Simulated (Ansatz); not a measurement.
**BCl2H3N with multiplicity 2: a relaxation**

Aim: relax a first guess of the structure. Meant to form: Cl2–N5; to break: B1–Cl2. The start is a guess near the saddle point, from which both ends are pulled out.

Program: Ansatz 0.2.0. Level of theory: UKS PBE0-D4/def2-SVP. These are calculated values, not measurements.

### Step 1. The starting structure

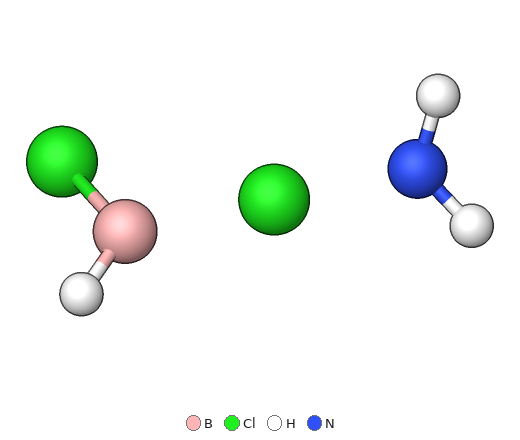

The starting structure, seen from a chosen angle (boron pink, chlorine green, hydrogen white, nitrogen blue).

Coordinates:

```xyz
7

B     0.0000    0.0000    0.0000
Cl    0.0000    0.0000    2.1100
Cl    1.6108    0.0000   -0.9300
H    -1.0305    0.0000   -0.5950
N     0.0000    0.0000    4.1400
H    -0.4960   -0.7725    4.6700
H     0.4960    0.7725    4.6700
```

### Step 2. Pulling towards end A

Springs on the bonds that form and break draw the guess towards this end; the thresholds are loose.

input.yaml reads:

```yaml
crystal:
  periodic: [false, false, false]
  atoms:
    - { symbol: B, position_ang: [0.0, 0.0, 0.0] }
    - { symbol: Cl, position_ang: [0.0, 0.0, 2.11] }
    - { symbol: Cl, position_ang: [1.6108, 0.0, -0.93] }
    - { symbol: H, position_ang: [-1.0305, 0.0, -0.595] }
    - { symbol: "N", position_ang: [0.0, 0.0, 4.14] }
    - { symbol: H, position_ang: [-0.496, -0.7725, 4.67] }
    - { symbol: H, position_ang: [0.496, 0.7725, 4.67] }
magnetization:
  spin_polarized: true
  initial_magnetization: 1
basis:
  gaussian: { orbitals: def2-SVP }
hamiltonian:
  xc: pbe0
  dispersion: d4
relax:
  f_tol: 0.15
  max_steps: 25
  restrain:
    - { distance: [1, 4], at: 2.93, k: 30.0 }
    - { distance: [0, 1], at: 1.86, k: 30.0 }
```

Started as:

```sh
ansatz run input.yaml --threads 2 --pin off --max-ram 3072MiB --backend cpu --events-out ev --progress --plain --runs-dir out
```

The program printed (excerpt; [...] marks lines left out):

```text
Warning: RAYON_NUM_THREADS=2 ignored (pool sized by the plan → 2); use --threads N
[...]
Functional definition: PBE0
[...]
834 factors; integrals over basis functions are off by at most 3.8e-4 eV
[...]
mean field -27237.05173297 eV, -1000.9431892498 hartree, gradient 4.5e-7 eV, S^2 0.755476; 2 other end points of the search recorded, 0 dependent functions left out
[...]
reference -27237.05175932 eV, -1000.9431902181 hartree; 25, 24 occupied and 54, 55 virtual orbitals, 834 factors
relax step   1: F+E_penalty+E_count = -27237.15187867 eV  Δ(F+E_penalty+E_count) = +0.000e0 eV  max|allowed force component| = 7.006e0 eV/Å  E_restraint = 13.08750000 eV  max|allowed force component, restraints' pulls added| = 4.151e1 eV/Å  Δτ_max = 0.0000 Å  (154 SCF iters, accepted)
[...]
relax step   7: F+E_penalty+E_count = -27239.68749519 eV  Δ(F+E_penalty+E_count) = +8.779e-2 eV  max|allowed force component| = 2.177e0 eV/Å  E_restraint = 0.05663957 eV  max|allowed force component, restraints' pulls added| = 1.661e0 eV/Å  Δτ_max = 0.1744 Å  (41 SCF iters, rejected (line search))
[...]
relax step   8: F+E_penalty+E_count = -27239.79722406 eV  Δ(F+E_penalty+E_count) = -2.194e-2 eV  max|allowed force component| = 1.677e0 eV/Å  E_restraint = 0.03973485 eV  max|allowed force component, restraints' pulls added| = 3.046e-2 eV/Å  Δτ_max = 0.0872 Å  (34 SCF iters, accepted)
  distance Cl 1 - N 4 = 2.9358 Å
  distance B 0 - Cl 1 = 1.8089 Å
835 factors; integrals over basis functions are off by at most 5.8e-4 eV
[...]
mean field -27239.70206174 eV, -1001.0405870357 hartree, gradient 2.4e-5 eV, S^2 0.753168; 1 other end points of the search recorded, 0 dependent functions left out
[...]
reference -27239.70208856 eV, -1001.0405880212 hartree; 25, 24 occupied and 54, 55 virtual orbitals, 835 factors
Total energy: -27239.79725088 eV, -1001.0440851721 hartree
Atom 0 at     0.025726     0.001742    -0.232550 Å, force    -0.104092     0.048566     1.520555 eV/Å
Atom 1 at    -0.098931     0.055167     1.571215 Å, force     0.097067    -0.042490    -1.677081 eV/Å
Atom 2 at     1.582899    -0.022398    -1.001328 Å, force    -0.008373    -0.002817     0.010408 eV/Å
Atom 3 at    -0.979099    -0.012535    -0.889503 Å, force     0.015564    -0.004103     0.009589 eV/Å
Atom 4 at    -0.189003     0.110066     4.505099 Å, force     0.006006     0.003567     0.191163 eV/Å
Atom 5 at    -0.301282    -0.745875     5.074047 Å, force    -0.011124    -0.016995    -0.024174 eV/Å
Atom 6 at     0.539989     0.613833     5.038019 Å, force     0.004953     0.014273    -0.030460 eV/Å
Dipole moment:     0.118748    -0.104911     0.325980 e Å
```

Run time: 26 s. Hardware: 2 threads of Intel Xeon Platinum 8488C (Sapphire Rapids), shared host; peak memory 0.23 GiB.

Step by step:

```csv
step,energy from step 1 (eV),largest force component (eV/Å)
1,0.0000,7.0057
2,-1.4441,4.6008
3,-1.9283,3.0850
4,-2.2205,2.5164
5,-2.5353,1.8464
6,-2.6234,1.7219
7x,-2.5356,2.1767
8,-2.6453,1.6771
```

Step 1 is the start. 1 step was tried and not accepted (marked x). Energies and forces in the table leave out the springs, which the log lists apart; the run stops on the force with the springs' pull added.

After: Bond lengths: B1–Cl2 1.809 Å, B1–Cl3 1.737 Å, B1–H4 1.201 Å, N5–H6 1.034 Å, N5–H7 1.034 Å. Angles: Cl2–B1–Cl3 120.2°, Cl2–B1–H4 119.2°, Cl3–B1–H4 120.5°, H6–N5–H7 101.3°.

Pairs that crossed the distance rule for bonds on the way: moved apart Cl2–N5.

### Step 3. End point A

It starts where the restrained run ended.

input.yaml reads:

```yaml
crystal:
  periodic: [false, false, false]
  atoms:
    - { symbol: B, position_ang: [0.025726, 0.001742, -0.23255] }
    - { symbol: Cl, position_ang: [-0.098931, 0.055167, 1.571215] }
    - { symbol: Cl, position_ang: [1.582899, -0.022398, -1.001328] }
    - { symbol: H, position_ang: [-0.979099, -0.012535, -0.889503] }
    - { symbol: "N", position_ang: [-0.189003, 0.110066, 4.505099] }
    - { symbol: H, position_ang: [-0.301282, -0.745875, 5.074047] }
    - { symbol: H, position_ang: [0.539989, 0.613833, 5.038019] }
magnetization:
  spin_polarized: true
  initial_magnetization: 1
basis:
  gaussian: { orbitals: def2-SVP }
hamiltonian:
  xc: pbe0
  dispersion: d4
relax:
  f_tol: 0.03
  max_steps: 50
```

Started as:

```sh
ansatz run input.yaml --threads 2 --pin off --max-ram 3072MiB --backend cpu --events-out ev --progress --plain --runs-dir out
```

The program printed (excerpt; [...] marks lines left out):

```text
Warning: RAYON_NUM_THREADS=2 ignored (pool sized by the plan → 2); use --threads N
[...]
Functional definition: PBE0
[...]
833 factors; integrals over basis functions are off by at most 3.9e-4 eV
[...]
mean field -27239.70203656 eV, -1001.0405861104 hartree, gradient 3.2e-5 eV, S^2 0.753168; 0 other end points of the search recorded, 0 dependent functions left out
[...]
reference -27239.70206350 eV, -1001.0405871003 hartree; 25, 24 occupied and 54, 55 virtual orbitals, 833 factors
relax step   1: F+E_penalty+E_count = -27239.79719889 eV  Δ(F+E_penalty+E_count) = +0.000e0 eV  max|allowed force component| = 1.677e0 eV/Å  Δτ_max = 0.0000 Å  (34 SCF iters, accepted)
[...]
relax step   8: F+E_penalty+E_count = -27239.87284067 eV  Δ(F+E_penalty+E_count) = +5.012e-3 eV  max|allowed force component| = 1.961e-1 eV/Å  Δτ_max = 0.1480 Å  (35 SCF iters, rejected (line search))
[...]
relax step  15: F+E_penalty+E_count = -27239.88094310 eV  Δ(F+E_penalty+E_count) = -6.845e-4 eV  max|allowed force component| = 6.428e-2 eV/Å  Δτ_max = 0.0082 Å  (30 SCF iters, accepted)
[...]
relax step  22: F+E_penalty+E_count = -27239.88634216 eV  Δ(F+E_penalty+E_count) = -1.139e-3 eV  max|allowed force component| = 1.738e-2 eV/Å  Δτ_max = 0.0614 Å  (36 SCF iters, accepted)
[...]
relax step  29: F+E_penalty+E_count = -27239.88907667 eV  Δ(F+E_penalty+E_count) = +2.574e-4 eV  max|allowed force component| = 2.568e-1 eV/Å  Δτ_max = 0.0606 Å  (37 SCF iters, rejected (line search))
relax step  30: F+E_penalty+E_count = -27239.88999022 eV  Δ(F+E_penalty+E_count) = -6.561e-4 eV  max|allowed force component| = 1.248e-1 eV/Å  Δτ_max = 0.0296 Å  (38 SCF iters, accepted)
relax step  31: F+E_penalty+E_count = -27239.89212254 eV  Δ(F+E_penalty+E_count) = -2.132e-3 eV  max|allowed force component| = 1.335e-1 eV/Å  Δτ_max = 0.0977 Å  (36 SCF iters, accepted)
```

### Step 4. The log goes on: end point A relaxed

The log, continued (excerpt; [...] marks lines left out):

```text
relax step  32: F+E_penalty+E_count = -27239.89395235 eV  Δ(F+E_penalty+E_count) = -1.830e-3 eV  max|allowed force component| = 1.979e-1 eV/Å  Δτ_max = 0.1464 Å  (35 SCF iters, accepted)
[...]
relax step  35: F+E_penalty+E_count = -27239.90143935 eV  Δ(F+E_penalty+E_count) = -3.576e-3 eV  max|allowed force component| = 7.832e-2 eV/Å  Δτ_max = 0.0810 Å  (37 SCF iters, accepted)
[...]
relax step  38: F+E_penalty+E_count = -27239.91393577 eV  Δ(F+E_penalty+E_count) = -7.821e-3 eV  max|allowed force component| = 1.139e-1 eV/Å  Δτ_max = 0.0988 Å  (38 SCF iters, accepted)
[...]
relax step  41: F+E_penalty+E_count = -27239.92159639 eV  Δ(F+E_penalty+E_count) = -1.295e-4 eV  max|allowed force component| = 1.530e-1 eV/Å  Δτ_max = 0.0108 Å  (30 SCF iters, accepted)
[...]
reference -27239.81231966 eV, -1001.0446389397 hartree; 25, 24 occupied and 54, 55 virtual orbitals, 835 factors
Total energy: -27239.92356316 eV, -1001.0487270628 hartree
Atom 0 at    -0.161333     0.042714     0.333100 Å, force    -0.005733     0.004827    -0.006550 eV/Å
Atom 1 at    -1.440821     0.391723     1.453597 Å, force     0.001447    -0.003162    -0.002890 eV/Å
Atom 2 at     1.445518    -0.306094     0.912167 Å, force     0.002160     0.000144    -0.002126 eV/Å
Atom 3 at    -0.377087     0.040924    -0.847359 Å, force     0.003122    -0.001369     0.013444 eV/Å
Atom 4 at     0.142118     0.123147     4.399618 Å, force    -0.011755     0.009902     0.016263 eV/Å
Atom 5 at     0.128925    -0.845219     4.039714 Å, force    -0.004101    -0.017969    -0.004507 eV/Å
Atom 6 at     0.842978     0.552806     3.774161 Å, force     0.014860     0.007628    -0.013634 eV/Å
Dipole moment:     0.159018    -0.154348    -0.437599 e Å
```

Wall time 82 s (2 threads of Intel Xeon Platinum 8488C (Sapphire Rapids), shared host); peak memory 0.24 GiB.

Step by step, one in 2:

```csv
step,energy from step 1 (eV),largest force component (eV/Å)
1,0.0000,1.6771
3,-0.0713,0.3673
5x,-0.0236,0.9285
7,-0.0807,0.0124
9,-0.0811,0.0752
11,-0.0825,0.0115
13,-0.0831,0.1931
15,-0.0837,0.0643
17,-0.0851,0.0961
19,-0.0869,0.0572
21x,-0.0596,0.7073
23x,-0.0889,0.1277
25,-0.0902,0.0715
27,-0.0911,0.1081
29x,-0.0919,0.2568
31,-0.0949,0.1335
33,-0.0979,0.2969
35,-0.1042,0.0783
37x,0.0237,1.4869
39,-0.1210,0.0779
41,-0.1244,0.1530
43x,-0.1259,0.1219
44,-0.1263,0.0180
```

Step 1 is the start. 9 steps were tried and not accepted (marked x).

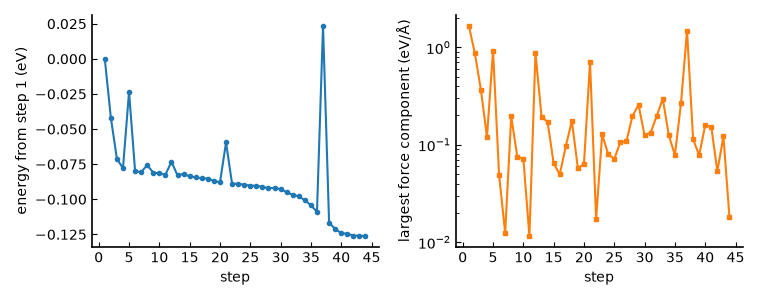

How energy and force went from step to step.

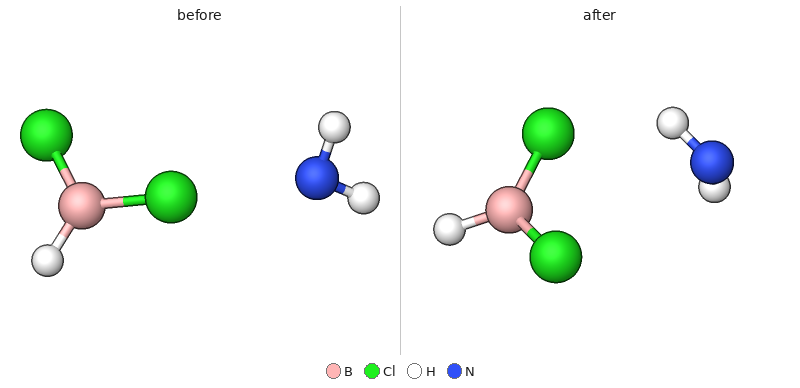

Before and after, at one scale.

After: Bond lengths: B1–Cl2 1.736 Å, B1–Cl3 1.743 Å, B1–H4 1.200 Å, N5–H6 1.033 Å, N5–H7 1.033 Å. Angles: Cl2–B1–Cl3 120.3°, Cl2–B1–H4 120.2°, Cl3–B1–H4 119.5°, H6–N5–H7 100.8°.

### Step 5. What came out

| quantity | value |
| --- | --- |
| end A | 34 moves, 0.126 eV lower |

In words: The relaxation gains 0.13 eV in 34 moves, with Cl3 moving most (1.94 Å); the start's largest force component was 1.7 eV/Å.
